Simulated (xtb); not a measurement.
**Run report: C2H6FNSi, molecular dynamics (part 2 of 2)**

The same run, continued: C2H6FNSi, multiplicity 3; GFN0-xTB (xtb 6.7.1). The dynamics carries a metadynamics bias. The starting geometry was optimised with GFN2-xTB.

Geometry of the input (Å):
```
F  -0.8433  2.1436  0.0194
C  0.1100  1.1271  0.0971
N  -0.2545  0.1744  1.0975
C  -0.0594  -1.1211  0.4502
Si 0.0014  -0.2507  -1.2599
H  1.0567  1.6658  0.2575
H  0.1022  0.2960  2.0346
H  0.8714  -1.6236  0.7419
H  -0.8866  -1.7990  0.6708
H  1.2057  -0.4413  -2.0669
H  -1.2384  -0.2282  -2.0215
```

## Trajectory as extended XYZ, continued
```
11
Properties=species:S:1:pos:R:3 step=3 time_fs=120.0 energy=-435.68021
F    -0.9074    2.1692    0.3601
C    -0.5343    1.3531    1.4291
N     0.5198    0.6882    0.7305
C    -0.2512   -0.3369    0.0305
Si    0.2077   -1.0596   -1.6879
H    -0.2450    1.8630    2.3611
H     1.4513    0.3954    0.9888
H    -0.7073   -1.0306    0.7480
H    -1.1638    0.1193   -0.3588
H    -0.8089   -2.1080   -1.6142
H    -0.1363    0.0949   -2.5044
11
Properties=species:S:1:pos:R:3 step=4 time_fs=160.0 energy=-435.94857
F    -1.2649    2.4565    0.9042
C    -0.1343    1.7379    1.2959
N     0.3246    0.5936    0.5739
C    -0.4160   -0.4567   -0.1217
Si    0.2890   -1.2107   -1.7404
H     0.7497    2.3157    1.6072
H     0.9615    0.0675    1.1550
H    -0.7306   -1.2416    0.5775
H    -1.4320   -0.2224   -0.4461
H    -0.5149   -2.1659   -2.5016
H     1.5652   -0.9553   -2.3914
11
Properties=species:S:1:pos:R:3 step=5 time_fs=200.0 energy=-435.75679
F    -1.2255    2.2554    1.3415
C     0.0184    1.8613    0.8461
N     0.1302    0.4691    0.5452
C    -0.6775   -0.3276   -0.3759
Si    0.4778   -1.1515   -1.6690
H     0.5267    2.6183    0.2292
H     1.0945    0.3935    0.2544
H    -0.7672   -1.2617    0.1927
H    -1.6850    0.0503   -0.5620
H    -0.6781   -1.7662   -2.3202
H     1.0964   -1.8006   -0.5228
11
Properties=species:S:1:pos:R:3 step=6 time_fs=240.0 energy=-435.50284
F    -1.0850    1.8786    1.5166
C    -0.0595    1.9491    0.5724
N     0.2200    0.5596    0.3923
C    -0.8081   -0.0685   -0.4348
Si    0.4211   -1.1858   -1.3974
H    -0.5820    2.3681   -0.3014
H     1.1459    0.4093    0.0177
H    -1.6428    0.0130    0.2727
H    -0.8933    0.4448   -1.3948
H     0.3126   -1.4525   -2.8310
H     1.3330   -2.2051   -0.9004
11
Properties=species:S:1:pos:R:3 step=7 time_fs=280.0 energy=-436.09791
F    -1.0976    1.8080    1.8005
C    -0.3101    2.0385    0.6714
N     0.3349    0.8465    0.2192
C    -0.4466    0.1641   -0.8098
Si    0.4538   -1.4315   -1.3834
H    -0.9130    2.6726    0.0032
H     1.2465    1.1091   -0.1276
H    -1.2336   -0.2786   -0.1865
H    -1.0651    0.7094   -1.5258
H    -0.0078   -1.9340   -2.6766
H    -0.1645   -2.5240   -0.6472
11
Properties=species:S:1:pos:R:3 step=8 time_fs=320.0 energy=-435.42766
F    -1.0411    1.6576    1.9577
C    -0.4651    2.1571    0.7886
N     0.2563    1.2560   -0.0532
C    -0.1720    0.1332   -0.8847
Si    0.2969   -1.6739   -1.3322
H    -0.7706    3.2013    0.6200
H     1.1043    1.6850   -0.3955
H    -1.2599    0.1208   -0.7427
H    -0.2417    0.3833   -1.9454
H     1.0083   -1.4932   -2.5968
H    -0.4795   -2.7045   -0.6594
11
Properties=species:S:1:pos:R:3 step=9 time_fs=360.0 energy=-436.18214
F    -0.8684    1.3118    1.7748
C    -0.5748    1.9949    0.5936
N     0.2881    1.1498   -0.1696
C    -0.4118    0.3162   -1.1445
Si    0.2854   -1.4630   -0.9594
H    -0.0447    2.8708    0.9986
H     0.9574    1.8032   -0.5510
H    -1.4524    0.4313   -0.8163
H    -0.2575    0.6233   -2.1810
H     1.4879   -1.4270   -1.7903
H    -0.9325   -2.1672   -1.3316
11
Properties=species:S:1:pos:R:3 step=10 time_fs=400.0 energy=-435.83321
F    -0.8522    0.9376    1.5346
C    -0.3083    1.9225    0.7087
N     0.1673    1.5291   -0.5799
C    -0.5340    0.4174   -1.2183
Si    0.1764   -1.2976   -0.7285
H     0.4245    2.3480    1.4115
H     1.1512    1.3781   -0.4081
H    -1.4913    0.4701   -0.6848
H    -0.4957    0.6501   -2.2845
H     1.5894   -1.6615   -0.8237
H    -0.0645   -2.6470   -1.2171
11
Properties=species:S:1:pos:R:3 step=11 time_fs=440.0 energy=-435.98728
F    -0.8221    0.6735    1.0624
C     0.0534    1.7334    0.8207
N     0.1027    1.5197   -0.5911
C    -0.6818    0.4227   -1.1536
Si    0.1350   -1.1576   -0.4318
H     0.8084    1.8173    1.6177
H     0.5960    2.1155   -1.2406
H    -1.7517    0.5863   -0.9728
H    -0.4860    0.4990   -2.2252
H     1.5520   -0.9026   -0.1767
H    -0.1414   -1.8653   -1.6729
11
Properties=species:S:1:pos:R:3 step=12 time_fs=480.0 energy=-435.52058
F    -0.7722    0.4958    1.2094
C     0.1485    1.3845    0.6521
N     0.1223    1.7035   -0.7403
C    -0.5346    0.5336   -1.3193
Si    0.0873   -1.0266   -0.3894
H     1.0285    1.3983    1.3135
H    -0.3749    2.5207   -1.0646
H    -1.6193    0.6289   -1.1838
H    -0.5928    0.6444   -2.4041
H     0.8462   -0.6562    0.8043
H    -0.1065   -2.2958   -1.0744
11
Properties=species:S:1:pos:R:3 step=13 time_fs=520.0 energy=-435.97926
F    -0.7293    0.7004    1.3640
C     0.2548    1.4360    0.7017
N    -0.1105    1.7359   -0.6466
C    -0.4395    0.4731   -1.3043
Si    0.1237   -1.1982   -0.5458
H     0.6501    2.2170    1.3695
H    -0.7167    2.4856   -0.9476
H    -1.4186    0.5566   -1.7926
H     0.1182    0.5494   -2.2400
H     1.1474   -1.3290    0.4899
H    -1.0972   -1.9461   -0.8058
11
Properties=species:S:1:pos:R:3 step=14 time_fs=560.0 energy=-435.73224
F    -0.6062    0.7713    1.5499
C     0.0190    1.8053    0.8512
N    -0.1162    1.5303   -0.5443
C    -0.1520    0.4242   -1.4987
Si    0.0063   -1.3310   -0.7372
H    -0.0654    2.7907    1.3348
H    -0.4943    2.2870   -1.0961
H    -1.1803    0.4201   -1.8816
H     0.4517    0.8844   -2.2837
H     1.1329   -1.4218    0.1905
H    -0.9533   -1.7201    0.2852
11
Properties=species:S:1:pos:R:3 step=15 time_fs=600.0 energy=-435.94706
F    -0.4512    0.7395    1.6214
C    -0.2473    1.8423    0.7905
N    -0.2274    1.6823   -0.6291
C    -0.1129    0.4458   -1.3995
Si   -0.0474   -1.3498   -0.7233
H    -0.6385    2.7220    1.3246
H     0.4327    2.3005   -1.0788
H    -0.8777    0.5441   -2.1802
H     0.9210    0.6055   -1.7124
H     1.2813   -1.9597   -0.7430
H    -0.8017   -1.8226    0.4279
11
Properties=species:S:1:pos:R:3 step=16 time_fs=640.0 energy=-435.71858
F    -0.3142    0.5792    1.3759
C    -0.5184    1.8091    0.7484
N    -0.1381    1.8043   -0.6288
C     0.0406    0.4760   -1.2110
Si   -0.1297   -1.3407   -0.6140
H    -0.4970    2.6311    1.4806
H    -0.0770    2.5488   -1.3085
H    -0.6463    0.4635   -2.0665
H     1.0738    0.5081   -1.5631
H     1.0150   -1.8805   -1.3462
H    -0.6174   -1.3222    0.7569
11
Properties=species:S:1:pos:R:3 step=17 time_fs=680.0 energy=-435.97610
F    -0.2126    0.4456    1.2704
C    -0.5718    1.6799    0.7267
N    -0.1949    1.7644   -0.6488
C     0.2386    0.5214   -1.2832
Si   -0.2303   -1.1568   -0.4773
H    -0.6782    2.5192    1.4314
H    -0.3940    2.4741   -1.3394
H    -0.2718    0.4427   -2.2514
H     1.2623    0.6175   -1.6509
H     0.7582   -1.8761   -1.2794
H    -0.4469   -1.7588    0.8297
11
Properties=species:S:1:pos:R:3 step=18 time_fs=720.0 energy=-435.77966
F    -0.0427    0.4908    1.2234
C    -0.7336    1.5932    0.7178
N    -0.4475    1.6529   -0.6807
C     0.2769    0.5517   -1.3115
Si   -0.2148   -1.0944   -0.4546
H    -0.3403    2.5248    1.1531
H     0.1951    2.3982   -0.9078
H     0.3815    0.7194   -2.3908
H     1.3146    0.6716   -0.9931
H     0.1426   -2.2813   -1.2302
H    -0.7846   -1.7995    0.6837
11
Properties=species:S:1:pos:R:3 step=19 time_fs=760.0 energy=-435.98955
F     0.1184    0.6053    1.2537
C    -0.6425    1.6586    0.7441
N    -0.4546    1.6753   -0.6721
C     0.3640    0.5331   -1.0730
Si   -0.2053   -1.2181   -0.5300
H    -0.8812    2.5568    1.3344
H    -0.6887    2.3748   -1.3621
H     0.2724    0.3325   -2.1479
H     1.3651    0.8334   -0.7566
H    -0.2611   -2.2720   -1.5420
H    -1.5832   -1.3815   -0.0913
11
Properties=species:S:1:pos:R:3 step=20 time_fs=800.0 energy=-436.16915
F     0.2413    0.8926    1.5802
C    -0.6705    1.5815    0.7788
N    -0.4110    1.4794   -0.6225
C     0.4351    0.4520   -1.2258
Si   -0.3472   -1.2164   -0.6869
H    -0.8656    2.6191    1.0910
H    -1.2906    1.4580   -1.1186
H     0.3730    0.4573   -2.3213
H     1.4070    0.4906   -0.7295
H     0.6308   -2.1062   -1.3110
H    -1.7689   -0.9069   -0.7114
11
Properties=species:S:1:pos:R:3 step=21 time_fs=840.0 energy=-436.33829
F     0.4438    1.1632    1.5918
C    -0.6837    1.5046    0.8433
N    -0.4119    1.5056   -0.5594
C     0.3835    0.4166   -1.1221
Si   -0.4406   -1.2890   -0.8094
H    -1.3445    2.3187    1.1788
H    -1.3170    1.5545   -1.0050
H     0.6940    0.5780   -2.1621
H     1.1790    0.1903   -0.4090
H     0.5188   -2.3870   -0.7005
H    -1.4611   -1.3016   -1.8467
11
Properties=species:S:1:pos:R:3 step=22 time_fs=880.0 energy=-435.74172
F     0.6057    1.4224    1.4802
C    -0.6915    1.5151    0.9733
N    -0.5555    1.3989   -0.4442
C     0.3867    0.3328   -0.7777
Si   -0.5410   -1.3297   -1.0252
H    -1.4886    2.1613    1.3724
H    -0.9697    2.0622   -1.0834
H     0.7808    0.2435   -1.7978
H     1.2485    0.2375   -0.1140
H     0.4277   -2.3608   -0.6556
H    -0.8247   -2.0941   -2.2305
11
Properties=species:S:1:pos:R:3 step=23 time_fs=920.0 energy=-435.92223
F     0.6570    1.6594    1.6418
C    -0.6124    1.6642    1.0616
N    -0.6716    1.2049   -0.2900
C     0.2876    0.2588   -0.8560
Si   -0.4818   -1.4647   -1.2072
H    -0.9427    2.7006    0.8916
H    -1.1871    1.8905   -0.8231
H     0.9368    0.4939   -1.7088
H     1.0513   -0.1204   -0.1738
H    -0.3094   -2.5015   -0.1907
H    -0.7610   -1.6601   -2.6220
11
Properties=species:S:1:pos:R:3 step=24 time_fs=960.0 energy=-436.11762
F     0.7093    1.7508    1.5803
C    -0.5841    1.8506    1.0651
N    -0.6747    1.1379   -0.1699
C     0.2706    0.1202   -0.6239
Si   -0.5315   -1.4592   -1.3641
H    -0.8032    2.8788    0.7383
H    -1.6777    1.1236   -0.2883
H     0.7136    0.3420   -1.6029
H     1.0785   -0.1760    0.0484
H    -0.5605   -2.5335   -0.3727
H     0.1920   -1.5961   -2.6193
```

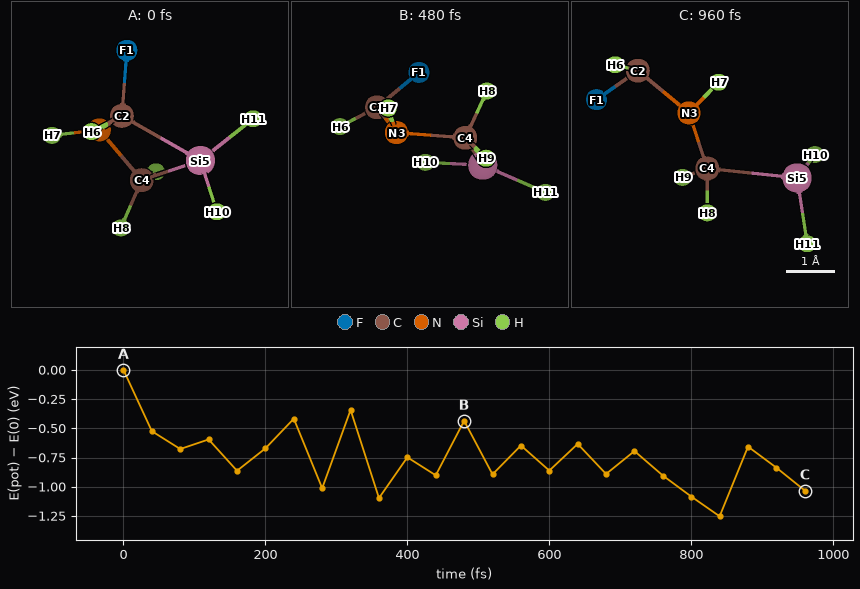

Frames of the molecular dynamics (ball-and-stick, seen at a tilt) above the curves, on which the letters mark them. The trajectory kept here has 25 frames over 960 fs. The potential energy ends 1.033 eV below its first value. After an unweighted best fit of the last frame on the first, the root-mean-square displacement is 1.67 Å, and H11 has moved furthest (2.96 Å).

## Results in brief

| quantity | value |
| --- | --- |
| outcome | finished |
| trajectory | 25 frames kept, 960 fs |
| electrons treated | 30 |
| potential energy (a single point apart from the frames shown) | −15.989412 hartree |
| dispersion energy (a single point apart from the frames shown) | −0.002718 hartree |
| basis functions (a single point apart from the frames shown) | 38 |
| hardware | 1 thread of Arm Neoverse V1, 24 GiB of memory available, shared host |
| wall time | 0.95 s |
| peak memory | 0.073 GiB |
